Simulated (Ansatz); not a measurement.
System: Y2Al3N5.

The calculation's input:

```
crystal:
  lattice:
    - [-1.624163645, 1.624163645, 10.953547818]
    - [1.624163645, -1.624163645, 10.953547818]
    - [1.624163645, 1.624163645, -10.953547818]
  atoms:
    - { symbol: "Y", position: [0.8951966496, 0.8951966496, 0.0] }
    - { symbol: "Y", position: [0.1048033504, 0.1048033504, 0.0] }
    - { symbol: Al, position: [0.5, 0.5, 0.0] }
    - { symbol: Al, position: [0.7045976369, 0.7045976369, 0.0] }
    - { symbol: Al, position: [0.2954023631, 0.2954023631, 0.0] }
    - { symbol: "N", position: [0.0, 0.0, 0.0] }
    - { symbol: "N", position: [0.6037647342, 0.6037647342, 0.0] }
    - { symbol: "N", position: [0.2087199223, 0.2087199223, 0.0] }
    - { symbol: "N", position: [0.7912800777, 0.7912800777, 0.0] }
    - { symbol: "N", position: [0.3962352658, 0.3962352658, 0.0] }
basis:
  ecutwfc: 420
kpoints:
  mp_grid: { grid: [12, 12, 12] }
hamiltonian:
  xc: pbe
scf:
  occupations: { method: gaussian, width: 0.02 }
output:
  forces: true
  stress: true
  eigenvalues: true
  write_density: true
  write_potential: true
  elf: true
  volumetric_format: npy
relax:
  adjacent_minimum: "off"
  f_tol: 0.01
  max_steps: 80
  cell: { stress_tol: 0.05 }
```

Launched as:

```sh
ansatz run input.yaml --threads 1 --pin off --max-ram 2560MiB --backend cpu --events-out ev --progress --plain --runs-dir out
```

Below, planes, directions and counts refer to the conventional cell (a = 3.25 Å, b = 3.25 Å, c = 21.91 Å, α = 90.00°, β = 90.00°, γ = 90.00°).

Space group I4/mmm; a structure generated by program, which may or may not match a known phase.

Level of theory: DFT PBE, scalar-relativistic, plane waves, PAW (Ansatz).

### What can the converged valence pseudo-density and electron localisation function tell about the bonding?

Al–N (1.90 Å): ρ is about 0.7 e/Å³ halfway; the ELF peaks at about 0.90 in the valence shell of N, 0.7 Å from its nucleus, and is about 0.90 at the midpoint.
Y–N (2.30 Å): ρ is about 0.47 e/Å³ halfway; the ELF peaks at about 0.85 in the valence shell of N, 0.6 Å from its nucleus, and drops to about 0.20 between the two atoms: a largely ionic contact.

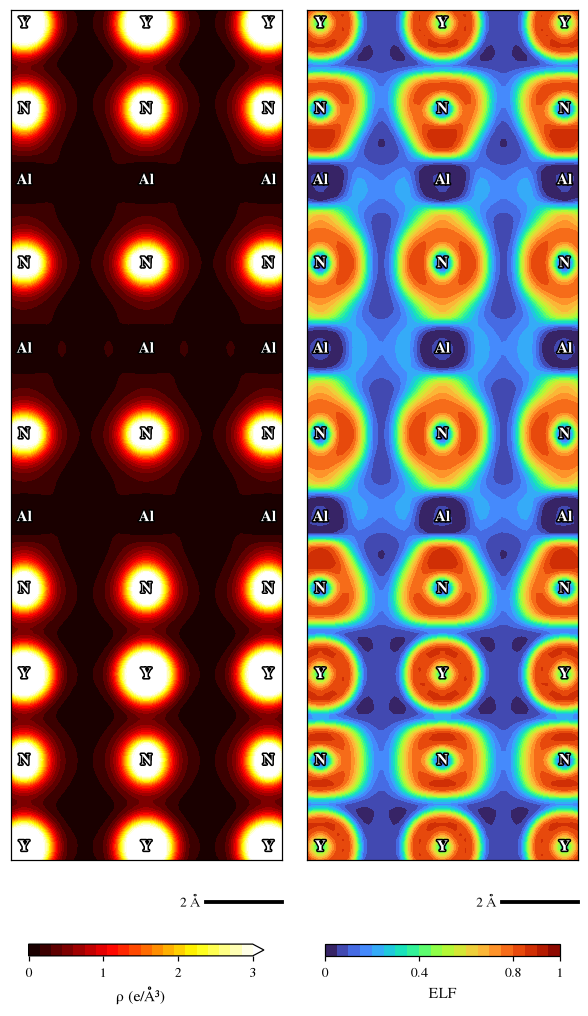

Computed valence pseudo-density and electron localisation function on the (100) plane of the conventional cell, in this order. 

The density is the valence pseudo-density of a PAW calculation; it isn't the true density close to the nuclei.
